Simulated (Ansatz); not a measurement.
**AlF3 (SMILES [F][Al]([F])[F]): CCSDT/STO-3G**

Aim: the electronic atomisation energy of AlF3 at CCSDT/STO-3G, from 3 runs. 

The results are computed with Ansatz 0.2.0.

38 further runs of the same task are left out: 6 that didn't finish, 32 set aside as unsound or not needed.

### 1 The molecule

The species is AlF3 (4 atoms), meant as a singlet with charge 0. SMILES: `[F][Al]([F])[F]`. Geometry: a GFN2-xTB relaxation, a rough one for these elements and not checked as a minimum.

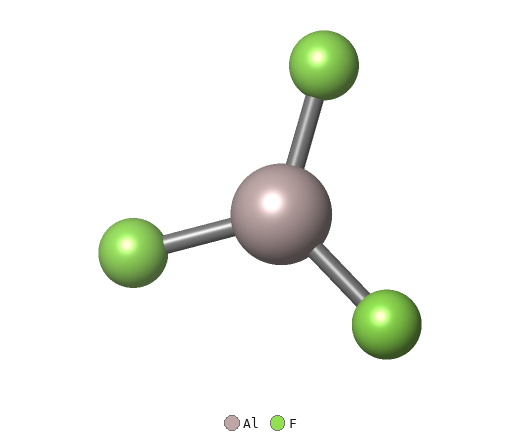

Viewed from a chosen angle; aluminium light grey, fluorine green.

### 2 A single-point energy at CCSDT/STO-3G

job.yaml reads:

```yaml
crystal:
  periodic: [false, false, false]
  atoms:
    - {symbol: Al, position_ang: [-0.000200, -0.000290, -0.001260]}
    - {symbol: F, position_ang: [1.630840, -0.027090, 0.013490]}
    - {symbol: F, position_ang: [-0.791540, 1.425990, -0.016640]}
    - {symbol: F, position_ang: [-0.839100, -1.398610, 0.004400]}
basis:
  gaussian: {orbitals: STO-3G}
correlation: {method: ccsdt, frozen_orbitals: {Al: 5, F: 1}}
accuracy: high
scf: {omitted_lower_state_checks: [cluster_reference, increment]}
```

Run with:

```
$ ansatz run job.yaml --threads 1 --pin off --max-ram 2610MiB --events-out events.jsonl --progress --plain --runs-dir runs
```

Log:

```text
Warning: RAYON_NUM_THREADS=1 ignored (pool sized by the plan → 1); use --threads N
Functional definition: HF
  name "HF"
  exchange = exact_x
  correlation = 0
these checks for a lower state are left out or cut short: cluster_reference, increment
448 factors; integrals over basis functions are off by at most 4.3e-8 eV
mean field evaluation 1: about -14506.9252 eV, gradient 2.9e1 eV
mean field evaluation 2: about -14506.9549 eV, gradient 2.9e1 eV
mean field evaluation 4: about -14510.4035 eV, gradient 8.9e-1 eV
mean field evaluation 8: about -14510.4058 eV, gradient 8.6e-6 eV
mean field -14510.40580721 eV, -533.2475779086 hartree, gradient 9.6e-8 eV, S^2 0.000000; 0 other end points of the search recorded, 0 dependent functions left out
8 core orbitals not correlated: weight in the atoms' cores, before any rotation towards them, 1.000 or more for the frozen orbitals, at most 0.000 for the correlated occupied ones
reference -14510.40580721 eV, -533.2475779086 hartree; 12, 12 occupied and 4, 4 virtual orbitals, 448 factors
second order -1.92239807 eV of doubles, -0.00000000 eV of singles
cycle   1  -2.01276316 eV  change   -9.0e-2 eV  update   1.0e-1
cycle   2  -2.31925537 eV  change   -3.1e-1 eV  update   5.2e-2
cycle   3  -2.45527344 eV  change   -1.4e-1 eV  update   2.6e-2
cycle   4  -2.46933878 eV  change   -1.4e-2 eV  update   6.0e-3
cycle   5  -2.47100983 eV  change   -1.7e-3 eV  update   2.9e-3
cycle   6  -2.47079592 eV  change    2.1e-4 eV  update   9.8e-4
cycle   7  -2.47054033 eV  change    2.6e-4 eV  update   2.6e-4
cycle   8  -2.47048331 eV  change    5.7e-5 eV  update   1.3e-4
cycle   9  -2.47049886 eV  change   -1.6e-5 eV  update   3.6e-5
cycle  10  -2.47052544 eV  change   -2.7e-5 eV  update   1.8e-5
cycle  11  -2.47053260 eV  change   -7.2e-6 eV  update   9.2e-6
cycle  12  -2.47053036 eV  change    2.2e-6 eV  update   2.5e-6
cycle  13  -2.47052802 eV  change    2.3e-6 eV  update   1.0e-6
cycle  14  -2.47052676 eV  change    1.3e-6 eV  update   4.7e-7
cycle  15  -2.47052678 eV  change   -1.7e-8 eV  update   1.4e-7
cycle  16  -2.47052684 eV  change   -6.2e-8 eV  update   6.7e-8
cycle  17  -2.47052689 eV  change   -5.2e-8 eV  update   3.2e-8
cycle  18  -2.47052630 eV  change    5.9e-7 eV  update   9.5e-8
cycle  19  -2.47052623 eV  change    8.0e-8 eV  update   4.0e-8
cycle  20  -2.47052616 eV  change    6.5e-8 eV  update   2.0e-8
cycle  21  -2.47052615 eV  change    9.6e-9 eV  update   8.9e-9
cycle  22  -2.47052615 eV  change  -3.8e-10 eV  update   3.8e-9
cycle  23  -2.47052615 eV  change    1.4e-9 eV  update   1.4e-9
Total energy: -14512.87633336 eV, -533.3383680700 hartree
Checks for a lower state left out: cluster_reference, increment
```

Wall time 0.52 s (1 thread of Arm Neoverse V1, shared host).

### 3 The Al atom at the same level

run.yaml reads:

```yaml
crystal:
  periodic: [false, false, false]
  atoms:
    - {symbol: Al, position_ang: [0.000000, 0.000000, 0.000000]}
basis:
  gaussian: {orbitals: STO-3G}
magnetization: {spin_polarized: true, initial_magnetization: 1}
correlation: {method: ccsdt, frozen_orbitals: {Al: 5}}
accuracy: high
scf: {omitted_lower_state_checks: [cluster_reference, increment]}
```

Run the same way, it converges to -238.88392 Eh (log not shown).

### 4 The F atom at the same level

job.yaml reads:

```yaml
crystal:
  periodic: [false, false, false]
  atoms:
    - {symbol: F, position_ang: [0.000000, 0.000000, 0.000000]}
basis:
  gaussian:
    orbitals: STO-3G
magnetization:
  spin_polarized: true
  initial_magnetization: 1
correlation:
  method: ccsdt
  frozen_orbitals: {F: 1}
accuracy: high
scf:
  omitted_lower_state_checks: [cluster_reference, increment]
```

Run the same way, it converges to -97.98651 Eh (log not shown).

### 5 Summary of results

At CCSDT/STO-3G, 8 core orbitals frozen:

| quantity | value |
| --- | --- |
| molecule: total energy | -533.33837 Eh |
| molecule: correlation energy (8 core orbitals frozen) | -90.8 mEh |
| molecule: T1 diagnostic | 0.015 |
| Al atom: total energy | -238.88392 Eh |
| Al atom: correlation energy (5 core orbitals frozen) | -25.6 mEh |
| Al atom: ⟨S²⟩ of the reference determinant | 0.750 |
| Al atom: T1 diagnostic | 0.000 |
| F atom: total energy | -97.98651 Eh |
| F atom: correlation energy (1 core orbital frozen) | 0.0 mEh |
| F atom: ⟨S²⟩ of the reference determinant | 0.750 |
| F atom: T1 diagnostic | 0.000 |
| electronic atomisation energy | 13.468 eV |

Taking the molecule apart into free atoms costs 13.47 eV (1299 kJ/mol), before zero-point energy and without spin-orbit coupling. In a minimal basis such a difference can be off by several eV, whatever the method.
